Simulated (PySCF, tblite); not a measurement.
# C₂H₁₂B₂N₂O: a rotation path, then NMR shifts on frames, part 1 of 2

Aim: move C₂H₁₂B₂N₂O (`CC[N@@H+]1[BH2-][NH2+][B@@H-]1O`) away from its starting geometry and see how NMR shifts follow the geometry.

The runs use tblite 0.8.0 and PySCF 2.14.0, with density-fitted response routines of our own; the level of theory stands in each step. All values are computed, except where a source is named. Atoms are numbered from 0 throughout.

## (1) Starting geometry

19 atoms, charge 0, multiplicity 1; geometry from: GFN2-xTB.

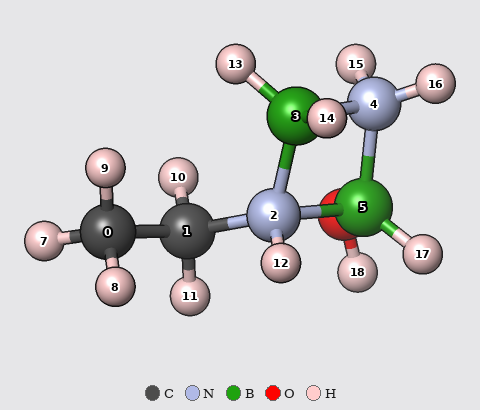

The starting geometry (carbon dark grey, nitrogen light blue, boron green, oxygen red, hydrogen pink), atoms numbered.

## (2) A band between two rotamers with GFN2-xTB

What the job is given:

```
{"job": {"kind": "neb", "xc": "GFN2-xTB", "basis": "xTB", "atoms": [0, 1, 2, 3], "turn": 120}, "charge": 0, "multiplicity": 1}
C     -2.444369    -0.030005    -0.202284
C     -1.036234    -0.250743    -0.736310
N     -0.066851    -0.432830     0.339677
B      0.375810     0.834449     1.193045
N      1.842262     0.790086     0.583519
B      1.494512    -0.595472    -0.094845
O      1.706891    -0.493756    -1.496239
H     -3.136930     0.140452    -1.022585
H     -2.782752    -0.899117     0.359507
H     -2.461397     0.833681     0.456742
H     -0.714537     0.607893    -1.326631
H     -1.020967    -1.131406    -1.389507
H     -0.383401    -1.198600     0.923074
H     -0.205843     1.824250     0.898839
H      0.389764     0.582852     2.352552
H      2.008963     1.494172    -0.124885
H      2.615283     0.801566     1.235366
H      1.981907    -1.532710     0.463691
H      1.828085    -1.335511    -1.925773
```

Method: GFN2-xTB climbing-image nudged elastic band, gas phase.

The run is started by

```bash
$ OMP_NUM_THREADS=1 python probes_run.py task.json out
```

This one command runs all jobs of the session in turn.

Standard output:

```text
image   E - E0 / eV
  0      -0.0000
  1       0.0340
  2       0.1061
  3       0.1775
  4       0.2237
  5       0.2265
  6       0.1814
  7       0.1204
  8       0.0952
```

Wall time 9.3 s (1 thread, shared host).

The final band, with the dihedral C0–C1–N2–B3:

| image | dihedral (°) | energy (eV) | energy (kcal/mol) |
| --- | --- | --- | --- |
| 0 | -74 | 0.000 | 0.0 |
| 1 | -59 | 0.034 | 0.8 |
| 2 | -44 | 0.106 | 2.4 |
| 3 | -28 | 0.178 | 4.1 |
| 4 | -10 | 0.224 | 5.2 |
| 5 | 7 | 0.226 | 5.2 |
| 6 | 24 | 0.181 | 4.2 |
| 7 | 40 | 0.120 | 2.8 |
| 8 | 52 | 0.095 | 2.2 |

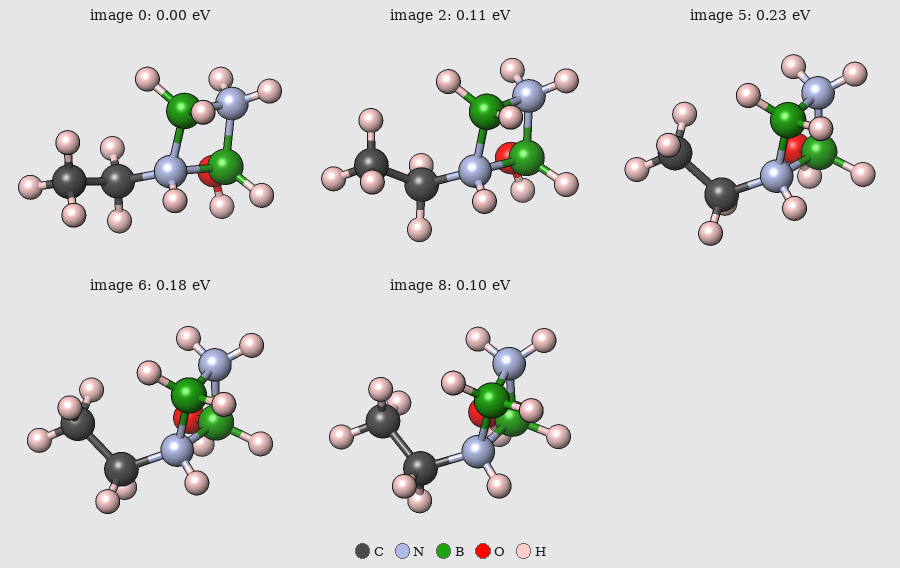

Images along the band.

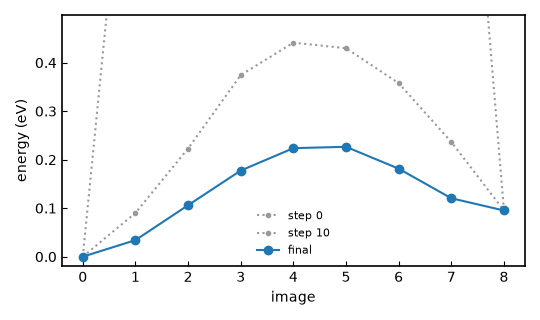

Energy along the band, early and final.

## (3) NMR shieldings: image 0, PBE0/pcSseg-1

What the job is given:

```
{"job": {"kind": "nmr", "xc": "PBE0", "basis": "pcSseg-1", "pop": false}, "charge": 0, "multiplicity": 1}
C     -2.444400    -0.030000    -0.202300
C     -1.036200    -0.250700    -0.736300
N     -0.066900    -0.432800     0.339700
B      0.375800     0.834400     1.193000
N      1.842300     0.790100     0.583500
B      1.494500    -0.595500    -0.094800
O      1.706900    -0.493800    -1.496200
H     -3.136900     0.140500    -1.022600
H     -2.782800    -0.899100     0.359500
H     -2.461400     0.833700     0.456700
H     -0.714500     0.607900    -1.326600
H     -1.021000    -1.131400    -1.389500
H     -0.383400    -1.198600     0.923100
H     -0.205800     1.824200     0.898800
H      0.389800     0.582900     2.352600
H      2.009000     1.494200    -0.124900
H      2.615300     0.801600     1.235400
H      1.981900    -1.532700     0.463700
H      1.828100    -1.335500    -1.925800
```

Method: GIAO PBE0/pcSseg-1 NMR shielding, non-relativistic, gas phase.

Standard output:

```text
coarse grid: 15000 points
cycle   1  E = -317.4255804542  dE =  7.576e-01  |g| = 7.551e-01  |ddm| = 3.575e+00
cycle   2  E = -317.3325916979  dE =  9.299e-02  |g| = 1.058e+00  |ddm| = 1.817e+00
cycle   3  E = -317.5421077372  dE = -2.095e-01  |g| = 1.014e-01  |ddm| = 1.232e+00
cycle   4  E = -317.5440187946  dE = -1.911e-03  |g| = 3.831e-02  |ddm| = 1.125e-01
cycle   5  E = -317.5443478851  dE = -3.291e-04  |g| = 9.113e-03  |ddm| = 3.860e-02
cycle   6  E = -317.5443638187  dE = -1.593e-05  |g| = 3.241e-03  |ddm| = 8.313e-03
cycle   7  E = -317.5443658574  dE = -2.039e-06  |g| = 4.831e-04  |ddm| = 2.038e-03
final grid: 142488 points
cycle   8  E = -317.5845560030  dE = -6.818e-05  |g| = 1.031e-02  |ddm| = 3.350e-02
cycle   9  E = -317.5845425832  dE =  1.342e-05  |g| = 1.320e-02  |ddm| = 1.944e-02
cycle  10  E = -317.5845806083  dE = -3.803e-05  |g| = 1.302e-03  |ddm| = 1.087e-02
cycle  11  E = -317.5845809413  dE = -3.330e-07  |g| = 2.518e-04  |ddm| = 1.166e-03
cycle  12  E = -317.5845809519  dE = -1.061e-08  |g| = 9.121e-05  |ddm| = 2.294e-04
cycle  13  E = -317.5845809535  dE = -1.600e-09  |g| = 2.167e-05  |ddm| = 7.452e-05
cycle  14  E = -317.5845809536  dE = -9.027e-11  |g| = 5.067e-06  |ddm| = 2.130e-05
converged SCF energy = -317.5845809536

GIAO shielding tensors (ppm)
atom      isotropic    diamagn.    paramagn.     s11        s22        s33       span
  0 C      171.441     247.081     -75.641    156.073    170.659    187.590     31.517
  1 C      143.324     244.830    -101.507    130.033    135.982    163.956     33.924
  2 N      207.030     324.700    -117.670    173.702    220.816    226.572     52.871
  3 B      116.263     191.445     -75.182    105.315    111.696    131.779     26.463
  4 N      225.243     320.617     -95.374    199.317    227.910    248.503     49.186
  5 B      105.178     185.473     -80.295     94.460    108.240    112.832     18.372
  6 O      287.908     386.247     -98.339    264.713    271.002    328.008     63.294
  7 H       30.638      27.981       2.657     26.091     27.599     38.224     12.133
  8 H       31.086      29.671       1.415     27.049     28.914     37.296     10.247
  9 H       30.187      29.891       0.296     25.315     29.930     35.316     10.001
 10 H       28.837      31.864      -3.026     23.658     30.245     32.609      8.951
 11 H       29.031      31.456      -2.424     23.270     29.327     34.497     11.227
 12 H       30.396      35.606      -5.210     23.106     29.282     38.799     15.693
 13 H       29.004      31.947      -2.943     24.558     30.511     31.943      7.384
 14 H       28.767      31.905      -3.138     25.291     28.988     32.024      6.733
 15 H       30.077      31.576      -1.499     24.619     27.352     38.260     13.641
 16 H       29.666      29.727      -0.061     23.337     25.530     40.131     16.794
 17 H       28.028      31.318      -3.290     25.619     27.070     31.394      5.775
 18 H       30.533      31.038      -0.506     22.662     24.677     44.259     21.597
```

Wall time 60 s (1 thread, shared host).

The references, computed at this level on geometries of the same kind, shield at (ppm): ¹H TMS 31.72, ¹³C TMS 186.9, ¹⁵N NH3 267.7, ¹⁷O H2O 336.1, ¹¹B BF3·OEt2 100.1. Their shielding less the atom's gives the shift. The references are single molecules in the gas phase, so shifts against H2O, NH3, PH3, H3PO4 or CFCl3 are not on the usual liquid scales and can be off by tens of ppm. Each atom is listed at this fixed geometry, with no averaging over motion; a spectrum would average atoms that exchange fast.

| atoms | environment | σ (ppm) | δ (ppm) |
| --- | --- | --- | --- |
| C1 | sp3 CH2 bonded to N | 143.3 | 43.6 |
| C0 | methyl carbon | 171.4 | 15.5 |
| H17 | hydrogen on a boron bonded to 2 N, O, in a 4-membered ring | 28.03 | 3.69 |
| H14 | hydrogen on a boron bonded to 2 N, in a 4-membered ring | 28.77 | 2.95 |
| H10 | hydrogen on an sp3 CH2 bonded to N | 28.84 | 2.88 |
| H13 | hydrogen on a boron bonded to 2 N, in a 4-membered ring | 29.00 | 2.71 |
| H11 | hydrogen on an sp3 CH2 bonded to N | 29.03 | 2.69 |
| H16 | hydrogen on a donor nitrogen of a Lewis adduct | 29.67 | 2.05 |
| H15 | hydrogen on a donor nitrogen of a Lewis adduct | 30.08 | 1.64 |
| H9 | hydrogen on a methyl carbon | 30.19 | 1.53 |
| H12 | hydrogen on a donor nitrogen of a Lewis adduct | 30.40 | 1.32 |
| H18 | hydrogen on an oxygen bonded to B | 30.53 | 1.18 |
| H7 | hydrogen on a methyl carbon | 30.64 | 1.08 |
| H8 | hydrogen on a methyl carbon | 31.09 | 0.63 |
| N2 | donor nitrogen of a Lewis adduct | 207.0 | 60.7 |
| N4 | donor nitrogen of a Lewis adduct | 225.2 | 42.5 |
| B5 | boron bonded to 2 N, O, H, in a 4-membered ring | 105.2 | -5.1 |
| B3 | boron bonded to 2 N, 2 H, in a 4-membered ring | 116.3 | -16.2 |
| O6 | oxygen bonded to B, H | 287.9 | 48.2 |

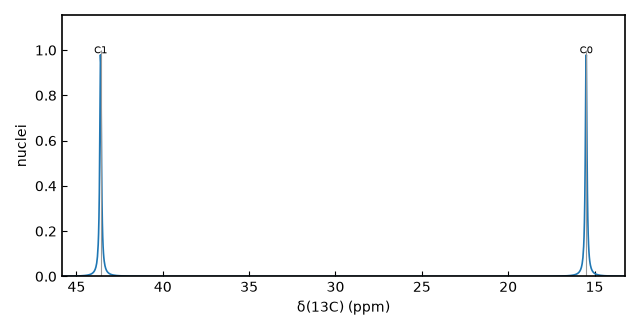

¹³C lines at the computed shifts, without couplings. Lines are broadened to a width of 0.11 ppm (Lorentzian).

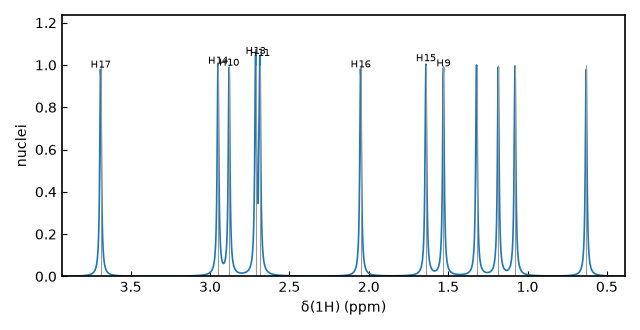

¹H lines at the computed shifts, without couplings. Lines are broadened to a width of 0.01 ppm (Lorentzian).

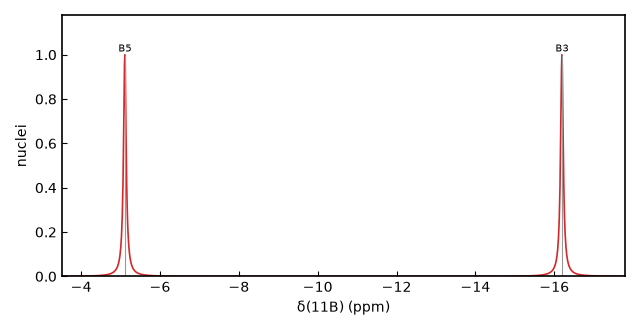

¹¹B lines at the computed shifts, without couplings. Lines are broadened to a width of 0.08 ppm (Lorentzian).

Ring of atoms N2, B3, N4, B5: NICS(0) -5.3, NICS(1) -1.3, NICS(1)zz 1.3 ppm (means of both faces).

## (4) Nuclear shieldings: image 2, PBE0/pcSseg-1

What the job is given:

```
{"job": {"kind": "nmr", "xc": "PBE0", "basis": "pcSseg-1", "pop": false}, "charge": 0, "multiplicity": 1}
C     -2.341000     0.212400    -0.269700
C     -1.061700    -0.490900    -0.704100
N     -0.042700    -0.580900     0.346900
B      0.306900     0.653000     1.297600
N      1.722800     0.845800     0.613900
B      1.516100    -0.525800    -0.141800
O      1.661800    -0.306200    -1.538500
H     -3.066800     0.191200    -1.078600
H     -2.770300    -0.269700     0.605200
H     -2.136100     1.248000    -0.021800
H     -0.616600     0.040900    -1.548000
H     -1.305600    -1.505800    -1.041300
H     -0.234200    -1.404100     0.902600
H     -0.387500     1.599600     1.162100
H      0.430600     0.281000     2.419000
H      1.742200     1.608600    -0.051900
H      2.525000     0.926900     1.223700
H      2.135300    -1.427500     0.334500
H      1.912100    -1.087100    -2.023000
```

With the program's defaults for keys left out, this is: GIAO PBE0/pcSseg-1 NMR shielding, non-relativistic, gas phase.

Standard output:

```text
coarse grid: 15000 points
cycle   1  E = -317.4219025702  dE =  7.581e-01  |g| = 7.541e-01  |ddm| = 3.579e+00
cycle   2  E = -317.3287185958  dE =  9.318e-02  |g| = 1.057e+00  |ddm| = 1.731e+00
cycle   3  E = -317.5380019678  dE = -2.093e-01  |g| = 1.020e-01  |ddm| = 1.161e+00
cycle   4  E = -317.5399266420  dE = -1.925e-03  |g| = 3.880e-02  |ddm| = 1.128e-01
cycle   5  E = -317.5402636034  dE = -3.370e-04  |g| = 9.019e-03  |ddm| = 3.908e-02
cycle   6  E = -317.5402791724  dE = -1.557e-05  |g| = 3.300e-03  |ddm| = 8.417e-03
cycle   7  E = -317.5402812810  dE = -2.109e-06  |g| = 5.073e-04  |ddm| = 2.078e-03
final grid: 142488 points
cycle   8  E = -317.5805581818  dE = -6.622e-05  |g| = 9.941e-03  |ddm| = 2.948e-02
cycle   9  E = -317.5805458275  dE =  1.235e-05  |g| = 1.269e-02  |ddm| = 1.870e-02
cycle  10  E = -317.5805811037  dE = -3.528e-05  |g| = 1.265e-03  |ddm| = 1.043e-02
cycle  11  E = -317.5805814142  dE = -3.104e-07  |g| = 2.575e-04  |ddm| = 1.094e-03
cycle  12  E = -317.5805814255  dE = -1.126e-08  |g| = 8.868e-05  |ddm| = 2.404e-04
cycle  13  E = -317.5805814270  dE = -1.510e-09  |g| = 2.218e-05  |ddm| = 7.252e-05
cycle  14  E = -317.5805814271  dE = -9.402e-11  |g| = 4.764e-06  |ddm| = 2.060e-05
converged SCF energy = -317.5805814271

GIAO shielding tensors (ppm)
atom      isotropic    diamagn.    paramagn.     s11        s22        s33       span
  0 C      172.200     246.845     -74.645    159.196    172.644    184.759     25.563
  1 C      149.137     244.520     -95.383    126.695    148.944    171.772     45.077
  2 N      214.600     323.903    -109.303    190.736    224.542    228.522     37.786
  3 B      119.911     190.594     -70.682    109.399    115.318    135.017     25.618
  4 N      224.210     320.689     -96.479    197.391    226.814    248.424     51.033
  5 B      105.927     185.336     -79.409     95.507    108.403    113.870     18.364
  6 O      284.863     386.300    -101.437    260.241    266.809    327.539     67.298
  7 H       30.829      28.098       2.731     26.377     27.887     38.222     11.845
  8 H       30.962      29.560       1.402     26.775     28.864     37.247     10.473
  9 H       29.680      30.204      -0.524     24.551     29.767     34.723     10.171
 10 H       27.987      31.163      -3.176     21.522     29.852     32.586     11.064
 11 H       29.406      30.840      -1.435     23.562     28.765     35.890     12.328
 12 H       29.750      34.862      -5.112     21.514     28.382     39.355     17.841
 13 H       28.774      31.927      -3.152     24.380     30.714     31.229      6.849
 14 H       28.927      31.802      -2.875     25.370     28.978     32.434      7.064
 15 H       30.174      31.812      -1.638     24.854     27.497     38.172     13.318
 16 H       29.717      29.740      -0.023     23.394     25.490     40.266     16.871
 17 H       28.034      31.019      -2.985     25.594     26.986     31.521      5.927
 18 H       30.561      30.828      -0.267     22.731     24.437     44.516     21.785
```

Run time: 61 s. Hardware: 1 thread, shared host.

This run: δ C1 37.8, C0 14.7, N2 53.1, N4 43.5, H10 3.73, H17 3.68 ppm.

(Continued in part 2 of 2.)
